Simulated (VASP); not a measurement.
Band structure of NiTe (relaxed from the CsCl type structure, space group Pm-3m). Computed with PBEsol GGA, VASP's PBE PAW potentials (set 64) (plane waves; VASP 6.6.1).

Unless said otherwise, spin-orbit coupling is left out, though it shifts the bands of the heavy elements here.

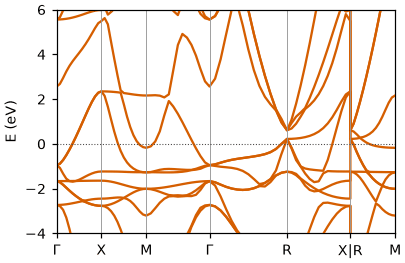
Figure: Bands along high-symmetry lines, zero at the valence-band maximum or, without a gap, the Fermi level

Problem. Read the plot: is there a gap, and where are the band edges?

Solution. It has no gap at this level: it comes out as a metal or semimetal. (Edges off the drawn lines would not show.)

The structure was generated: NiTe was put into the CsCl type type (Pm-3m), which need not be its known phase. It was relaxed first, which changed the volume by -13 %. The run is not spin-polarised, so no magnetic state was tried.
